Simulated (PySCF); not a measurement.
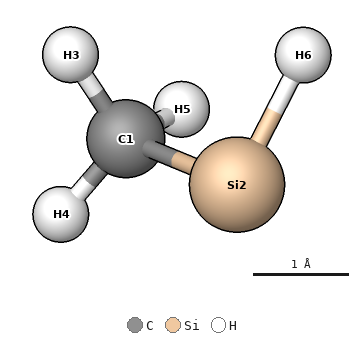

Figure 1. The structure as given in the input (ball-and-stick view, seen at a tilt; atoms are numbered from 1 in the order of the input). Bond lengths as drawn: C–H 1.09 to 1.10 Å, C–Si 1.89 Å and H–Si 1.53 Å.

**Geometry relaxation of CH₄Si (part 1 of 2)**

CH₄Si, computed with HF/STO-3G, RHF (PySCF 2.14.0).

The geometry comes from this level: PBE0-D4/def2-TZVP. Figures and captions count atoms from 1; the log counts them from 0 in places.

## The input (run.py)
```python
# C[SiH]
from pyscf import gto
from pyscf.geomopt.geometric_solver import kernel as optimise

mol = gto.Mole()
mol.atom = '''
C     -0.176689    -0.691640    -0.699766
Si     1.733446     0.396465     2.120840
H     -2.186224    -0.774977    -0.193130
H      0.406291    -2.523918    -1.441861
H     -0.045353     0.721875    -2.212491
H      0.268719     2.872384     2.426408
'''
mol.basis = 'sto-3g'
mol.spin = 0
mol.verbose = 3
mol.unit = 'bohr'
mol.max_memory = 1860
mol.build()

mf = mol.RHF()
mf.conv_tol = 1e-10
converged, mol_eq = optimise(mf, maxsteps=60, convergence_set='GAU_TIGHT')
print('converged:', converged)
print(mol_eq.tostring())

mf.reset(mol_eq)
mol = mol_eq
mf.kernel()
if not mf.converged:
    mf = mf.newton().run(mf.mo_coeff, mf.mo_occ)
e_tot = mf.e_tot
print('E(%s) = %.9f' % ('HF', e_tot))
```

Launched with:
```bash
OMP_NUM_THREADS=1 python run.py
```

## The program's output
```
#|     Arguments passed to driver run_optimizer():      |#
convergence_set           GAU_TIGHT
customengine              <pyscf.geomopt.geometric_solver.PySCFEngine object>
maxiter                   60
----------------------------------------------------------
Custom engine selected.
Bonds will be generated from interatomic distances less than 1.20 times sum of covalent radii
18 internal coordinates being used (instead of 18 Cartesians)
Internal coordinate system (atoms numbered from 1):
Distance 1-2
Distance 1-3
Distance 1-4
Distance 1-5
Distance 2-6
Angle 2-1-3
Angle 2-1-4
Angle 2-1-5
Angle 3-1-4
Angle 3-1-5
Angle 4-1-5
Angle 1-2-6
Dihedral 3-1-2-6
Dihedral 4-1-2-6
Dihedral 5-1-2-6
Translation-X 1-6
Translation-Y 1-6
Translation-Z 1-6
Rotation-A 1-6
Rotation-B 1-6
Rotation-C 1-6
<class 'geometric.internal.Distance'> : 5
<class 'geometric.internal.Angle'> : 7
<class 'geometric.internal.Dihedral'> : 3
<class 'geometric.internal.TranslationX'> : 1
<class 'geometric.internal.TranslationY'> : 1
<class 'geometric.internal.TranslationZ'> : 1
<class 'geometric.internal.RotationA'> : 1
<class 'geometric.internal.RotationB'> : 1
<class 'geometric.internal.RotationC'> : 1
> ===== Optimization Info: ====
> Job type: Energy minimization
> Maximum number of optimization cycles: 60
> Initial / maximum trust radius (Angstrom): 0.100 / 0.300
> Convergence Criteria:
> Will converge when all 5 criteria are reached:
>  |Delta-E| < 1.00e-06
>  RMS-Grad  < 1.00e-05
>  Max-Grad  < 1.50e-05
>  RMS-Disp  < 4.00e-05
>  Max-Disp  < 6.00e-05
> === End Optimization Info ===

Geometry optimization cycle 1
Cartesian coordinates (Angstrom)
 Atom        New coordinates             dX        dY        dZ
   C  -0.093500  -0.366000  -0.370300    0.000000  0.000000  0.000000
  Si   0.917300   0.209800   1.122300    0.000000  0.000000  0.000000
   H  -1.156900  -0.410100  -0.102200    0.000000  0.000000  0.000000
   H   0.215000  -1.335600  -0.763000    0.000000  0.000000  0.000000
   H  -0.024000   0.382000  -1.170800    0.000000 -0.000000  0.000000
   H   0.142200   1.520000   1.284000    0.000000  0.000000  0.000000
converged SCF energy = -325.263608750122
--------------- RHF_Scanner gradients ---------------
         x                y                z
0 C     0.0087252506    -0.0107757352     0.0016320389
1 Si     0.0128693596    -0.0244188171    -0.0047627643
2 H    -0.0105449310     0.0038328350     0.0041183734
3 H     0.0039924018    -0.0075241282    -0.0014474942
4 H    -0.0005757824     0.0108051746    -0.0052656866
5 H    -0.0144662985     0.0280806708     0.0057255329
----------------------------------------------
cycle 1: E = -325.26360875  dE = -325.264  norm(grad) = 0.0487071
Step    0 : Gradient = 1.988e-02/3.210e-02 (rms/max) Energy = -325.2636087501
Hessian Eigenvalues: 2.30000e-02 5.00000e-02 5.00000e-02 ... 3.39282e-01 3.39532e-01 3.47381e-01

Geometry optimization cycle 2
Cartesian coordinates (Angstrom)
 Atom        New coordinates             dX        dY        dZ
   C  -0.098760  -0.335675  -0.353900   -0.005260  0.030325  0.016400
  Si   0.912478   0.235475   1.136769   -0.004822  0.025675  0.014468
   H  -1.147587  -0.411752  -0.106419    0.009313 -0.001651 -0.004219
   H   0.208108  -1.294414  -0.739402   -0.006892  0.041186  0.023598
   H  -0.025242   0.373205  -1.165864   -0.001243 -0.008795  0.004936
   H   0.151103   1.433261   1.228817    0.008903 -0.086739 -0.055183
converged SCF energy = -325.265581717041
--------------- RHF_Scanner gradients ---------------
         x                y                z
0 C    -0.0037750139     0.0032985806    -0.0014753678
1 Si    -0.0074857713     0.0154295654     0.0035801907
2 H     0.0033478439    -0.0003796098    -0.0014359064
3 H    -0.0008485566     0.0036557405     0.0018219832
4 H    -0.0003452202    -0.0029625460     0.0021093684
5 H     0.0091067181    -0.0190417307    -0.0046002680
----------------------------------------------
cycle 2: E = -325.265581717  dE = -0.00197297  norm(grad) = 0.0290703
Step    1 : Displace = 5.044e-02/1.032e-01 (rms/max) Trust = 1.000e-01 (=) Grad = 1.187e-02/2.160e-02 (rms/max) E (change) = -325.2655817170 (-1.973e-03) Quality = 0.459
Hessian Eigenvalues: 2.30000e-02 5.00000e-02 5.00000e-02 ... 3.39402e-01 3.42350e-01 3.59362e-01

Geometry optimization cycle 3
Cartesian coordinates (Angstrom)
 Atom        New coordinates             dX        dY        dZ
   C  -0.098615  -0.346818  -0.362114    0.000146 -0.011143 -0.008214
  Si   0.909676   0.230350   1.130288   -0.002802 -0.005125 -0.006480
   H  -1.150089  -0.420359  -0.111632   -0.002502 -0.008608 -0.005213
   H   0.207379  -1.308622  -0.750869   -0.000729 -0.014208 -0.011467
   H  -0.024856   0.366751  -1.174061    0.000387 -0.006454 -0.008197
   H   0.156605   1.478799   1.268388    0.005502  0.045538  0.039571
converged SCF energy = -325.266519944373
--------------- RHF_Scanner gradients ---------------
         x                y                z
0 C    -0.0000906718    -0.0011948886    -0.0009405631
1 Si    -0.0000281984    -0.0006002512    -0.0005163958
2 H     0.0010180018    -0.0001069703    -0.0000941572
3 H    -0.0007437221     0.0004902200    -0.0004192323
4 H     0.0001755693    -0.0007000087     0.0007289848
5 H    -0.0003309787     0.0021118987     0.0012413635
----------------------------------------------
cycle 3: E = -325.266519944  dE = -0.000938227  norm(grad) = 0.00348384
Step    2 : Displace = 2.735e-02/6.058e-02 (rms/max) Trust = 1.000e-01 (=) Grad = 1.422e-03/2.472e-03 (rms/max) E (change) = -325.2665199444 (-9.382e-04) Quality = 0.835
Hessian Eigenvalues: 2.29999e-02 5.00000e-02 5.00000e-02 ... 3.38111e-01 3.39417e-01 3.53388e-01

Geometry optimization cycle 4
Cartesian coordinates (Angstrom)
 Atom        New coordinates             dX        dY        dZ
   C  -0.098209  -0.343857  -0.359535    0.000406  0.002961  0.002580
  Si   0.913264   0.226077   1.131220    0.003588 -0.004272  0.000932
   H  -1.151390  -0.416121  -0.108017   -0.001301  0.004239  0.003615
   H   0.209953  -1.306762  -0.746891    0.002574  0.001860  0.003978
   H  -0.024889   0.372061  -1.171861   -0.000033  0.005310  0.002200
   H   0.151370   1.468702   1.255083   -0.005235 -0.010097 -0.013304
converged SCF energy = -325.266542212577
--------------- RHF_Scanner gradients ---------------
         x                y                z
0 C     0.0001474520     0.0006312692     0.0006633117
1 Si     0.0012055988    -0.0016361944     0.0000208591
2 H    -0.0006875563     0.0000577327     0.0001365984
3 H     0.0004108517    -0.0003674279     0.0001659948
4 H    -0.0000160645     0.0005194339    -0.0004796625
5 H    -0.0010602817     0.0007951866    -0.0005071014
----------------------------------------------
cycle 4: E = -325.266542213  dE = -2.22682e-05  norm(grad) = 0.00288637
Step    3 : Displace = 8.617e-03/1.755e-02 (rms/max) Trust = 1.414e-01 (+) Grad = 1.178e-03/2.032e-03 (rms/max) E (change) = -325.2665422126 (-2.227e-05) Quality = 0.503
Hessian Eigenvalues: 2.29954e-02 5.00000e-02 5.00000e-02 ... 3.39407e-01 3.49334e-01 3.91708e-01

Geometry optimization cycle 5
Cartesian coordinates (Angstrom)
 Atom        New coordinates             dX        dY        dZ
   C  -0.098610  -0.344557  -0.360495   -0.000401 -0.000701 -0.000960
  Si   0.910949   0.228891   1.131163   -0.002315  0.002814 -0.000058
   H  -1.151350  -0.417785  -0.109877    0.000039 -0.001664 -0.001860
   H   0.209823  -1.307181  -0.747477   -0.000130 -0.000418 -0.000586
   H  -0.025512   0.370120  -1.173160   -0.000623 -0.001941 -0.001299
   H   0.154801   1.470611   1.259847    0.003431  0.001910  0.004763
converged SCF energy = -325.266553219803
--------------- RHF_Scanner gradients ---------------
         x                y                z
0 C     0.0001055325    -0.0000783622     0.0000785963
1 Si    -0.0003208932     0.0004765256    -0.0000078220
2 H    -0.0001453579     0.0000316247     0.0000367574
3 H     0.0000610314    -0.0001416919    -0.0000368943
4 H     0.0000028764     0.0001263900    -0.0000900419
5 H     0.0002968108    -0.0004144863     0.0000194045
----------------------------------------------
cycle 5: E = -325.26655322  dE = -1.10072e-05  norm(grad) = 0.000828596
Step    4 : Displace = 3.305e-03/6.217e-03 (rms/max) Trust = 1.414e-01 (=) Grad = 3.383e-04/5.746e-04 (rms/max) E (change) = -325.2665532198 (-1.101e-05) Quality = 0.843
Hessian Eigenvalues: 2.29815e-02 5.00000e-02 5.00000e-02 ... 3.39403e-01 3.48486e-01 3.61661e-01

Geometry optimization cycle 6
Cartesian coordinates (Angstrom)
 Atom        New coordinates             dX        dY        dZ
   C  -0.098558  -0.344535  -0.360421    0.000051  0.000022  0.000074
  Si   0.911219   0.228381   1.131338    0.000270 -0.000510  0.000176
   H  -1.150987  -0.417940  -0.109818    0.000363 -0.000155  0.000060
   H   0.209448  -1.306843  -0.747761   -0.000375  0.000338 -0.000284
   H  -0.025449   0.369955  -1.172851    0.000063 -0.000166  0.000309
   H   0.154428   1.471082   1.259512   -0.000373  0.000471 -0.000334
converged SCF energy = -325.266553798949
--------------- RHF_Scanner gradients ---------------
         x                y                z
0 C    -0.0000705383    -0.0000183973    -0.0000674015
1 Si     0.0000595050    -0.0000413086     0.0000086399
2 H     0.0001035754    -0.0000050132    -0.0000401238
3 H    -0.0000516969     0.0000915077     0.0000173223
4 H     0.0000016951    -0.0000844387     0.0000686979
5 H    -0.0000425403     0.0000576500     0.0000128653
----------------------------------------------
cycle 6: E = -325.266553799  dE = -5.79145e-07  norm(grad) = 0.000236726
Step    5 : Displace = 4.943e-04/6.911e-04 (rms/max) Trust = 2.000e-01 (+) Grad = 9.664e-05/1.112e-04 (rms/max) E (change) = -325.2665537989 (-5.791e-07) Quality = 0.768
Hessian Eigenvalues: 2.27460e-02 4.99999e-02 5.00000e-02 ... 3.39402e-01 3.54357e-01 4.08382e-01

Geometry optimization cycle 7
Cartesian coordinates (Angstrom)
 Atom        New coordinates             dX        dY        dZ
   C  -0.098564  -0.344529  -0.360417   -0.000005  0.000006  0.000004
  Si   0.911075   0.228305   1.131387   -0.000144 -0.000076  0.000049
   H  -1.151108  -0.417969  -0.109726   -0.000121 -0.000029  0.000092
   H   0.209640  -1.306919  -0.747742    0.000192 -0.000076  0.000019
   H  -0.025495   0.370156  -1.172856   -0.000047  0.000201 -0.000004
   H   0.154553   1.471056   1.259354    0.000126 -0.000026 -0.000159
converged SCF energy = -325.266553859881
--------------- RHF_Scanner gradients ---------------
         x                y                z
0 C    -0.0000018967    -0.0000000629     0.0000169691
1 Si     0.0000119757    -0.0000074992    -0.0000138649
2 H    -0.0000096742     0.0000028916    -0.0000002644
3 H     0.0000030125    -0.0000108502    -0.0000010797
4 H     0.0000090591     0.0000086126    -0.0000073046
5 H    -0.0000124764     0.0000069081     0.0000055444
----------------------------------------------
cycle 7: E = -325.26655386  dE = -6.09318e-08  norm(grad) = 3.68396e-05
Step    6 : Displace = 1.733e-04/2.071e-04 (rms/max) Trust = 2.828e-01 (+) Grad = 1.504e-05/1.980e-05 (rms/max) E (change) = -325.2665538599 (-6.093e-08) Quality = 1.010
Hessian Eigenvalues: 2.02335e-02 4.99998e-02 5.00000e-02 ... 3.39334e-01 3.54760e-01 4.73299e-01

Geometry optimization cycle 8
Cartesian coordinates (Angstrom)
 Atom        New coordinates             dX        dY        dZ
   C  -0.098568  -0.344530  -0.360414   -0.000004 -0.000001  0.000003
  Si   0.910954   0.228235   1.131510   -0.000121 -0.000070  0.000123
   H  -1.151107  -0.418071  -0.109732    0.000002 -0.000101 -0.000007
   H   0.209705  -1.306871  -0.747790    0.000065  0.000048 -0.000048
   H  -0.025579   0.370207  -1.172807   -0.000083  0.000051  0.000049
   H   0.154695   1.471130   1.259234    0.000141  0.000074 -0.000120
converged SCF energy = -325.266553869459
--------------- RHF_Scanner gradients ---------------
         x                y                z
0 C    -0.0000027970    -0.0000042229     0.0000104149
1 Si     0.0000050255     0.0000086561    -0.0000067844
2 H    -0.0000070283     0.0000041025    -0.0000027992
3 H     0.0000019840    -0.0000064871     0.0000005962
4 H     0.0000052482     0.0000059738    -0.0000049939
5 H    -0.0000024324    -0.0000080223     0.0000035664
```
